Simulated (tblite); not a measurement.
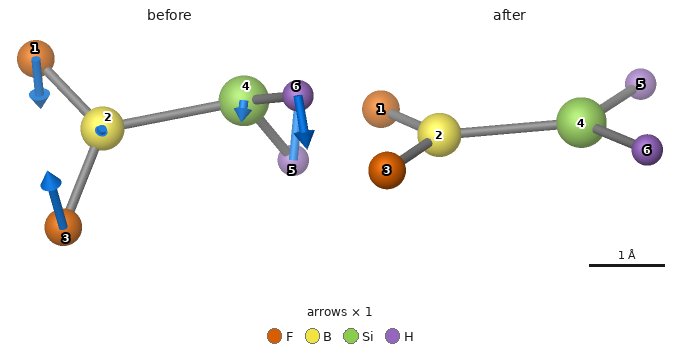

The structure of BSiH2F2 (multiplicity 2) before (left) and after (right) a relaxation, at one scale. The blue arrows give the displacements, at their true length.

Style: ball-and-stick. Shown from a free direction.

Theory: tblite, GFN2-xTB geometry optimisation, gas phase. 

**Summarise the run.**

The largest moves after the best rigid fit, 1.02 Å, are those of F3 and H5. Largest moves by element: F 1.02 Å, H 1.02 Å, Si 0.30 Å, B 0.15 Å. Some distances before and after: F1–B2 1.453 → 1.338 Å, B2–F3 1.441 → 1.338 Å, B2–Si4 1.930 → 1.901 Å, Si4–H5 1.475 → 1.459 Å. Among the angles between lasting bonds that change: B2–Si4–H5 113.6° → 125.1°, B2–Si4–H6 114.6° → 125.1°, F1–B2–Si4 115.6° → 123.6°. Over 55 geometry steps the energy falls by 27.2 kcal/mol.
